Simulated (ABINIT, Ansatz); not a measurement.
**A GW run on Ba2SrTeO6 (R-3) in ABINIT, with inputs changed**

A base run on Ba2SrTeO6 (R-3), then changed inputs.

Method: LDA and many-body steps on it, plane waves, in ABINIT 10.8.3.

### Step 1. Set-up

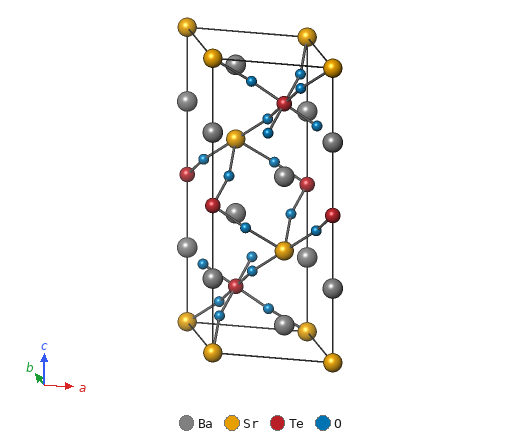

The cell as given, slightly off an axis (barium grey, strontium orange, tellurium red, oxygen blue). This picture shows the conventional cell, with its axes. Bonds to atoms that aren't drawn are left out. Some periodic images of atoms are drawn too.

The cell and positions are those that the Materials Project relaxed with its own functionals (PBE, PBE+U or r2SCAN), kept fixed. Spin-orbit coupling is left out unless a step names it.

### Step 2. Screening, 2×2×2 mesh, 222 bands, screening to 141.5 eV

This step: ABINIT 10.8.3; RPA screening on LDA, plane waves, norm-conserving pseudopotentials.

The RPA dielectric matrix is built and inverted for each q.

Contents of run.abi:

```
acell 3*1.0 Angstrom
rprim 
  3.094471017325 1.786593674874 4.966610984592
  -3.094471017325 1.786593674874 4.966610984592
  0.000000000000 -3.573187349682 4.966610984616
ntypat 4
znucl 56 38 52 8
natom 10
typat 1 1 2 3 4 4 4 4 4 4
xred 
  0.252060000000 0.252060000000 0.252060000000
  0.747940000000 0.747940000000 0.747940000000
  0.000000000000 0.000000000000 0.000000000000
  0.500000000000 0.500000000000 0.500000000000
  0.328441000000 0.717506000000 0.226340000000
  0.717506000000 0.226340000000 0.328441000000
  0.226340000000 0.328441000000 0.717506000000
  0.671559000000 0.282494000000 0.773660000000
  0.773660000000 0.671559000000 0.282494000000
  0.282494000000 0.773660000000 0.671559000000
pp_dirpath "pseudos"
pseudos "Ba.upf, Sr.upf, Te.upf, O.upf"
ecut 42
ngkpt 2 2 2
nshiftk 1
shiftk 0 0 0
kptopt 1
chksymbreak 0
istwfk *1
occopt 1
irdwfk 1
optdriver 3
nband 222
ecuteps 5.2
inclvkb 2
awtr 1
symchi 1
indata_prefix "in"
outdata_prefix "out"
tmpdata_prefix "tmp"
```

On the command line:

```
$ OMP_NUM_THREADS=1 mpirun -n 4 abinit run.abi > log
```

The program printed:

```text
.Version 10.8.3 of ABINIT. v10.8.2 released Aug 2026.

 Symmetries : space group R-3 (#148); Bravais hR (rhombohedral)
[... echo of the input left out ...]
== DATASET  1 ==================================================================
-   mpi_nproc: 4, omp_nthreads: 1 (-1 if OMP is not activated)

--- !DatasetInfo
iteration_state: {dtset: 1, }
dimensions: {natom: 10, nkpt: 4, mband: 222, nsppol: 1, nspinor: 1, nspden: 1, mpw: 14476, }
cutoff_energies: {ecut:  42.0, pawecutdg:  -1.0, }
electrons: {nelect:   9.00000000E+01, charge:   0.00000000E+00, occopt:   1.00000000E+00, tsmear:   1.00000000E-02, }

 SCREENING: Calculation of the susceptibility and dielectric matrices

 Based on a program developped by R.W. Godby, V. Olevano, G. Onida, and L. Reining.
 Incorporated in ABINIT by V. Olevano, G.-M. Rignanese, and M. Torrent.
.Using double precision arithmetic ; gwpc =  8

[... cell and pseudopotentials left out ...]
--------------------------------------------------------------------------------

 ==== K-mesh for the wavefunctions ====
 Number of points in the irreducible wedge :     4
[... list of points left out ...]
 Together with  6 symmetry operations and time-reversal symmetry
 yields     8 points in the full Brillouin Zone.

 ==== Q-mesh for the screening function ====
 Number of points in the irreducible wedge :     4
[... list of points left out ...]
 Together with  6 symmetry operations and time-reversal symmetry
 yields     8 points in the full Brillouin Zone.

 setmesh: FFT mesh size selected  =    45x   45x   45
          total number of points  =        91125

 vcoul_init : cutoff-mode = AUXILIARY_FUNCTION
 q-points for optical limit:   1
     1)      0.000010    0.000020    0.000030

- screening: taking advantage of time-reversal symmetry
- Maximum band index for partially occupied states nbvw = 45
- Remaining bands to be divided among processors   nbcw = 177
- Number of bands treated by each node ~44

 Number of electrons calculated from density =   90.0000; Expected =   90.0000
 average of density, n =  0.080951
 r_s =    1.4340
 omega_plasma =   27.4452 [eV]

 calculating chi0 at frequencies [eV] :
  1    0.000000E+00    0.000000E+00
  2    0.000000E+00    2.744522E+01

--------------------------------------------------------------------------------
  q-point number  1        q = ( 0.000000, 0.000000, 0.000000) [r.l.u.]
--------------------------------------------------------------------------------
[... chi0 elements left out ...]
 For q-point:  0.000010 0.000020 0.000030
  dielectric constant =   4.0106
  dielectric constant without local fields =   4.4853

  Average fulfillment of the sum rule on Im[epsilon] for q-point    1 :     58.85  [%]
[... wings left out ...]
  q-point number  2        q = ( 0.500000, 0.000000, 0.000000) [r.l.u.]
--------------------------------------------------------------------------------
[... chi0 elements left out ...]
  Average fulfillment of the sum rule on Im[epsilon] for q-point    2 :     63.91  [%]

 [... 2 further q-points ...]
```

Wall time 9.3 min (4 MPI ranks of Intel Xeon Platinum 8259CL at 2.50GHz (Skylake/Cascade Lake), shared host); peak memory 3.3 GiB; 37 min of CPU time.

This step gave:

```yaml
eps_infinity_with_local_fields_on_this_mesh_along_the_program_s_q_direction: 4.011
the_same_without_local_fields: 4.485
plasma_frequency: 27.45 eV
plane_waves_in_the_screening_matrix: 615
```

Local fields lower ε∞ by 11 %. On a Γ-centred mesh this coarse the value itself is usually too large, while a short band sum pulls it down.

### Step 3. Base

The self-energy is evaluated for the states that the input lists, and the levels follow from it, in one-shot runs by the linearised quasiparticle equation.

This step: G0W0 on LDA, plane waves, norm-conserving pseudopotentials.

Edit run.abi of step 2 so:

```diff
@@ -31,8 +31,17 @@
 irdwfk 1
-optdriver 3
+optdriver 4
 nband 222
+gwcalctyp 0
+ecutsigx 42
+symsigma 1
+nkptgw 2
+kptgw 
+  0.5000000000 0.5000000000 0.0000000000
+  0.0000000000 0.0000000000 0.0000000000
+bdgw 
+  44 47
+  43 48
 ecuteps 5.2
-inclvkb 2
-awtr 1
-symchi 1
+irdscr 1
+ppmodel 1
 indata_prefix "in"
```

The program printed:

```text
.Version 10.8.3 of ABINIT. v10.8.2 released Aug 2026.

 Symmetries : space group R-3 (#148); Bravais hR (rhombohedral)
[... echo of the input left out ...]
== DATASET  1 ==================================================================
-   mpi_nproc: 4, omp_nthreads: 1 (-1 if OMP is not activated)

--- !DatasetInfo
iteration_state: {dtset: 1, }
dimensions: {natom: 10, nkpt: 4, mband: 222, nsppol: 1, nspinor: 1, nspden: 1, mpw: 14476, }
cutoff_energies: {ecut:  42.0, pawecutdg:  -1.0, }
electrons: {nelect:   9.00000000E+01, charge:   0.00000000E+00, occopt:   1.00000000E+00, tsmear:   1.00000000E-02, }

 SIGMA: Calculation of the GW corrections

 Based on a program developped by R.W. Godby, V. Olevano, G. Onida, and L. Reining.
 Incorporated in ABINIT by V. Olevano, G.-M. Rignanese, and M. Torrent.
.Using double precision arithmetic ; gwpc =  8

[... cell and pseudopotentials left out ...]
--------------------------------------------------------------------------------

 ==== K-mesh for the wavefunctions ====
 Number of points in the irreducible wedge :     4
[... list of points left out ...]
 Together with  6 symmetry operations and time-reversal symmetry
 yields     8 points in the full Brillouin Zone.

 ==== Q-mesh for screening function ====
 Number of points in the irreducible wedge :     4
[... list of points left out ...]
 Together with  6 symmetry operations and time-reversal symmetry
 yields     8 points in the full Brillouin Zone.

 vcoul_init : cutoff-mode = AUXILIARY_FUNCTION
 q-points for optical limit:   1
     1)      0.000010    0.000020    0.000030
 setmesh: FFT mesh size selected  =    72x   72x   72
          total number of points  =       373248

 Number of electrons calculated from density =   90.0000; Expected =   90.0000
 average of density, n =  0.080951
 r_s =    1.4340
 omega_plasma =   27.4452 [eV]

 === KS Band Gaps ===
  >>>> For spin  1
   Minimum direct gap =   3.0686 [eV], located at k-point      :   0.0000  0.0000  0.0000
   Fundamental gap    =   2.9390 [eV], Top of valence bands at :   0.5000  0.5000  0.0000
                                       Bottom of conduction at :   0.0000  0.0000  0.0000
 SIGMA fundamental parameters:
 PLASMON POLE MODEL  1
 number of plane-waves for SigmaX                14397
 number of plane-waves for SigmaC and W            615
 number of plane-waves for wavefunctions         14397
 number of bands                                   222
 number of independent spin polarizations            1
 number of spinorial components                      1
 number of k-points in IBZ                           4
 number of q-points in IBZ                           4
 number of symmetry operations                       6
 number of k-points in BZ                            8
 number of q-points in BZ                            8
 number of frequencies for dSigma/dE                 9
 frequency step for dSigma/dE [eV]                0.25
 number of omega for Sigma on real axis              0
 max omega for Sigma on real axis  [eV]           0.00
 zcut for avoiding poles [eV]                     0.10

 EPSILON^-1 parameters (SCR file):
 dimension of the eps^-1 matrix on file            615
 dimension of the eps^-1 matrix used               615
 number of plane-waves for wavefunctions         14397
 number of bands                                   222
 number of q-points in IBZ                           4
 number of frequencies                               2
 number of real frequencies                          1
 number of imag frequencies                          1

 matrix elements of self-energy operator (all in [eV])

 Perturbative Calculation

--- !SelfEnergy_ee
iteration_state: {dtset: 1, }
kpoint     : [   0.500,    0.500,    0.000, ]
spin       : 1
KS_gap     :    3.385
QP_gap     :    5.729
Delta_QP_KS:    2.343
data: !SigmaeeData |
     Band     E0 <VxcDFT>   SigX SigC(E0)      Z dSigC/dE  Sig(E)    E-E0       E
       44   4.432 -17.973 -23.013   4.590   0.786  -0.272 -18.327  -0.354   4.079
       45   5.078 -19.254 -24.338   4.766   0.782  -0.279 -19.503  -0.248   4.829
       46   8.463 -18.539 -13.614  -2.367   0.819  -0.221 -16.444   2.095  10.558
       47  11.093 -12.109  -6.776  -3.467   0.846  -0.182 -10.529   1.579  12.673

--- !SelfEnergy_ee
iteration_state: {dtset: 1, }
kpoint     : [   0.000,    0.000,    0.000, ]
spin       : 1
KS_gap     :    3.069
QP_gap     :    5.147
Delta_QP_KS:    2.079
data: !SigmaeeData |
     Band     E0 <VxcDFT>   SigX SigC(E0)      Z dSigC/dE  Sig(E)    E-E0       E
       43   4.944 -18.906 -23.972   4.720   0.783  -0.278 -19.177  -0.271   4.673
       44   4.944 -18.906 -23.972   4.720   0.783  -0.278 -19.177  -0.271   4.673
       45   4.948 -19.111 -24.265   4.812   0.782  -0.279 -19.378  -0.267   4.681
       46   8.017 -16.720 -11.989  -2.538   0.826  -0.210 -14.908   1.812   9.828
       47  10.028 -10.518  -5.609  -3.335   0.857  -0.168  -9.170   1.348  11.376
       48  10.028 -10.518  -5.609  -3.335   0.857  -0.168  -9.170   1.348  11.376

== END DATASET(S) ==============================================================
================================================================================

 -outvars: echo values of variables after computation  --------
           etotal      0.0000000000E+00
            nband         222
             nkpt           4
          spgroup         148
 [... the other variables as echoed above ...]

 Calculation completed.
```

Wall time 2.3 min (4 MPI ranks); peak memory 2.5 GiB.

Numbers from this step:

```
G0W0 gap on the points computed              : 4.999 eV
starting gap on the mesh                     : 2.939 eV
k of the valence top                         : 0.5, 0.5, 0
k of the conduction bottom                   : 0, 0, 0
Z at the valence top                         : 0.782
Z at the conduction bottom                   : 0.826
least direct G0W0 gap on the computed points : 5.147 eV
```

The gap on the mesh goes from 2.94 eV to 5.00 eV, a correction of +2.06 eV.

### Step 4. Scissors in G

Edit run.abi of step 3 so:

```diff
@@ -46,2 +46,3 @@
 ppmodel 1
+mbpt_sciss 0.5 eV
 indata_prefix "in"
```

The program printed:

```text
.Version 10.8.3 of ABINIT. v10.8.2 released Aug 2026.

 Symmetries : space group R-3 (#148); Bravais hR (rhombohedral)
[... echo of the input left out ...]
== DATASET  1 ==================================================================
-   mpi_nproc: 4, omp_nthreads: 1 (-1 if OMP is not activated)

--- !DatasetInfo
iteration_state: {dtset: 1, }
dimensions: {natom: 10, nkpt: 4, mband: 222, nsppol: 1, nspinor: 1, nspden: 1, mpw: 14476, }
cutoff_energies: {ecut:  42.0, pawecutdg:  -1.0, }
electrons: {nelect:   9.00000000E+01, charge:   0.00000000E+00, occopt:   1.00000000E+00, tsmear:   1.00000000E-02, }

 SIGMA: Calculation of the GW corrections

 Based on a program developped by R.W. Godby, V. Olevano, G. Onida, and L. Reining.
 Incorporated in ABINIT by V. Olevano, G.-M. Rignanese, and M. Torrent.
.Using double precision arithmetic ; gwpc =  8

[... cell and pseudopotentials left out ...]
--------------------------------------------------------------------------------

 ==== K-mesh for the wavefunctions ====
 Number of points in the irreducible wedge :     4
[... list of points left out ...]
 Together with  6 symmetry operations and time-reversal symmetry
 yields     8 points in the full Brillouin Zone.

 ==== Q-mesh for screening function ====
 Number of points in the irreducible wedge :     4
[... list of points left out ...]
 Together with  6 symmetry operations and time-reversal symmetry
 yields     8 points in the full Brillouin Zone.

 vcoul_init : cutoff-mode = AUXILIARY_FUNCTION
 q-points for optical limit:   1
     1)      0.000010    0.000020    0.000030
 setmesh: FFT mesh size selected  =    72x   72x   72
          total number of points  =       373248

 Number of electrons calculated from density =   90.0000; Expected =   90.0000
[...]
max omega for Sigma on real axis  [eV]           0.00
 zcut for avoiding poles [eV]                     0.10
 scissor energy [eV]                              0.50

 EPSILON^-1 parameters (SCR file):
 dimension of the eps^-1 matrix on file            615
 dimension of the eps^-1 matrix used               615
 number of plane-waves for wavefunctions         14397
 number of bands                                   222
 number of q-points in IBZ                           4
 number of frequencies                               2
 number of real frequencies                          1
 number of imag frequencies                          1

 matrix elements of self-energy operator (all in [eV])

 Perturbative Calculation

--- !SelfEnergy_ee
iteration_state: {dtset: 1, }
kpoint     : [   0.500,    0.500,    0.000, ]
spin       : 1
KS_gap     :    3.385
QP_gap     :    5.781
Delta_QP_KS:    2.395
data: !SigmaeeData |
     Band     E0 <VxcDFT>   SigX SigC(E0)      Z dSigC/dE  Sig(E)    E-E0       E
       44   4.432 -17.973 -23.013   4.608   0.787  -0.271 -18.313  -0.340   4.093
       45   5.078 -19.254 -24.338   4.785   0.782  -0.278 -19.488  -0.234   4.844
       46   8.463 -18.539 -13.614  -2.399   0.820  -0.219 -16.377   2.162  10.625
[...]
--- !SelfEnergy_ee
iteration_state: {dtset: 1, }
kpoint     : [   0.000,    0.000,    0.000, ]
spin       : 1
KS_gap     :    3.069
QP_gap     :    5.198
Delta_QP_KS:    2.129
data: !SigmaeeData |
     Band     E0 <VxcDFT>   SigX SigC(E0)      Z dSigC/dE  Sig(E)    E-E0       E
[...]
47  10.028 -10.518  -5.609  -3.346   0.857  -0.167  -9.107   1.411  11.438
       48  10.028 -10.518  -5.609  -3.346   0.857  -0.167  -9.107   1.411  11.438

== END DATASET(S) ==============================================================
================================================================================

 -outvars: echo values of variables after computation  --------
           etotal      0.0000000000E+00
            nband         222
             nkpt           4
          spgroup         148
 [... the other variables as echoed above ...]

 Calculation completed.
```

It took 2.2 min on 4 MPI ranks; peak memory 2.5 GiB.

This step gave:

| Item | Value |
| --- | --- |
| G0W0 gap on the points computed | 5.05 eV |
| starting gap on the mesh | 2.939 eV |
| k of the valence top | 0.5, 0.5, 0 |
| k of the conduction bottom | 0, 0, 0 |
| Z at the valence top | 0.782 |
| Z at the conduction bottom | 0.828 |
| least direct G0W0 gap on the computed points | 5.198 eV |

(Part 1 of 2 ends here.)

[Paths, hosts, dates, memory and timing lines, banners, echoed tables and standing remarks are left out of the program output.]

[Logs are printed without paths, hosts, clocks, repeated set-up lines and the standing remarks that a program may print on its own settings, such as how far it seeks lower states.]

[Runs of the session that timed out or met a known fault of the program may be left out.]

[Hosts, paths, dates, database ids (printed as entryN), source tags and the programs' standing remarks are cut or masked in the printed files.]

[G0W0 gaps are taken among the corrected bands and points alone; a level outside them can change the order at an edge.]

[Where Ansatz stands beside ABINIT at settings called matched, ABINIT's density can come from a denser mesh and the files from another edition; pairs whose starting gaps differed by over 0.03 eV were left out, so agreement reads better than it is.]
